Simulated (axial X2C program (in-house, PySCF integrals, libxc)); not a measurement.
# FNbF⁻: bond lengths and stretches, held linear

Aim: the two bond lengths and stretching wavenumbers of linear FNbF⁻, with and without spin–orbit coupling, at PBE0, BHandHLYP, HF, MP2.

Program: an in-house X2C program for linear molecules on PySCF integrals. Level of theory: all-electron X2C, two-component (2c) or spin-free, F dyall-av3z, Nb dyall-v3z. These are calculated values, not measurements.

All values are calculated.

2 further runs of the same task are left out: 2 set aside as unsound or not needed.

## Step 1: Set-up

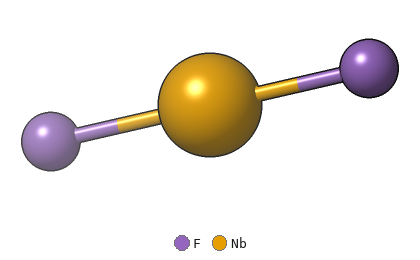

The atoms on one line, bonds 2.110 and 2.110 Å (fluorine purple, niobium amber).

Contents of task.json:

```json
{
 "zs": [
  9,
  41,
  9
 ],
 "q": -1,
 "bas": [
  "dyall-av3z",
  "dyall-v3z",
  "dyall-av3z"
 ],
 "r0": [
  2.11,
  2.11
 ],
 "symm": 1,
 "scan": [
  "PBE0",
  "HF",
  "BHandHLYP"
 ],
 "levels": [
  "PBE0",
  "HF",
  "r2SCAN"
 ],
 "nst": 2
}
```

Keys: zs atomic numbers; q charge; bas basis sets; r0 starting distance in Å; symm equal bonds; scan levels of the two-bond scan (MP2 follows by itself at each HF point); levels methods; nst determinants followed.

Command:

```console
> python solin.py task.json out
```

Masses F 18.998, Nb 92.906, F 18.998 u.

## Step 2: Scan at PBE0, 2c

State: Ω = 1 (beyond evenly filled blocks: ω = -3/2, ω = 5/2). Energies above the lowest point, from the job's result record:

```csv
r(F–Nb) (Å),r(Nb–F) (Å),E (meV)
1.8593,1.8593,54.14
1.8593,1.9070,23.56
1.8593,1.9547,42.73
1.9070,1.8593,23.56
1.9070,1.9070,0.00
1.9070,1.9547,25.35
1.9070,2.0024,88.35
1.9547,1.8593,42.73
1.9547,1.9070,25.35
1.9547,1.9547,56.15
2.0024,1.9070,88.35
2.0024,2.0024,195.90
```

A quadratic surface with cubic terms in each bond gives the minimum at 1.905 and 1.905 Å, force constants 3.45, 3.45 and coupling 0.38 mdyn/Å.

## Step 3: Scan at BHandHLYP, 2c

State: Ω = 1 (beyond evenly filled blocks: ω = -3/2, ω = 5/2). Energies above the lowest point, from the job's result record:

```csv
r(F–Nb) (Å),r(Nb–F) (Å),E (meV)
1.8593,1.8593,76.64
1.8593,1.9070,34.90
1.8593,1.9547,44.91
1.9070,1.8593,34.90
1.9070,1.9070,0.00
1.9070,1.9547,16.03
1.9070,2.0024,71.46
1.9547,1.8593,44.91
1.9547,1.9070,16.03
1.9547,1.9547,37.32
2.0024,1.9070,71.46
2.0024,2.0024,161.46
```

A quadratic surface with cubic terms in each bond gives the minimum at 1.914 and 1.914 Å, force constants 3.44, 3.44 and coupling 0.37 mdyn/Å.

## Step 4: Scan at PBE0, spin-free

State: M_S = 1, Λ = 0 (beyond evenly filled blocks: δ+α, δ-α). Energies above the lowest point, from the job's result record:

```csv
r(F–Nb) (Å),r(Nb–F) (Å),E (meV)
1.8593,1.8593,53.38
1.8593,1.9070,23.17
1.8593,1.9547,42.72
1.9070,1.8593,23.17
1.9070,1.9070,0.00
1.9070,1.9547,25.77
1.9070,2.0024,89.19
1.9547,1.8593,42.72
1.9547,1.9070,25.77
1.9547,1.9547,57.01
2.0024,1.9070,89.19
2.0024,2.0024,197.83
```

A quadratic surface with cubic terms in each bond gives the minimum at 1.904 and 1.904 Å, force constants 3.45, 3.45 and coupling 0.39 mdyn/Å.

## Step 5: Comparison

| level | r(F–Nb) (Å) | r(Nb–F) (Å) | lower stretch (cm⁻¹) | upper stretch (cm⁻¹) |
| --- | --- | --- | --- | --- |
| PBE0, 2c | 1.905 | 1.905 | 585.0 | 620.8 |
| BHandHLYP, 2c | 1.914 | 1.914 | 583.7 | 621.4 |
| PBE0, spin-free | 1.904 | 1.904 | 585.9 | 621.3 |
| HF, spin-free | 1.924 | 1.924 | 577.3 | 622.2 |
| BHandHLYP, spin-free | 1.913 | 1.913 | 584.3 | 622.0 |
| MP2, spin-free | 1.910 | 1.910 | 592.0 | 613.3 |

Scans not shown above were run alike.

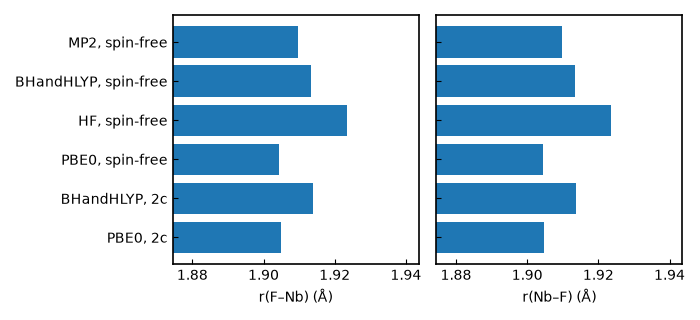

The two bond lengths by level.

In words: Over the levels the F–Nb bond spans 1.904 to 1.924 Å and the Nb–F bond 1.904 to 1.924 Å. At PBE0 spin–orbit coupling leaves both bonds unchanged to 0.001 Å. Each state is one determinant, the lowest of a limited PBE0 search; the stretches come from a fit to few points and are good to some per cent at best. MP2 freezes inner shells (threshold -2 hartree). For an anion the highest level of a functional can be positive, and the basis then holds the extra electron. The molecule was held linear; bending was not examined, so a bent shape may lie lower. Open-shell Ω = 0 determinants with evenly filled partner blocks cannot be reached by this program, so the Ω shown need not be the lowest component. Note: several unpaired electrons, one determinant need not be a pure state.
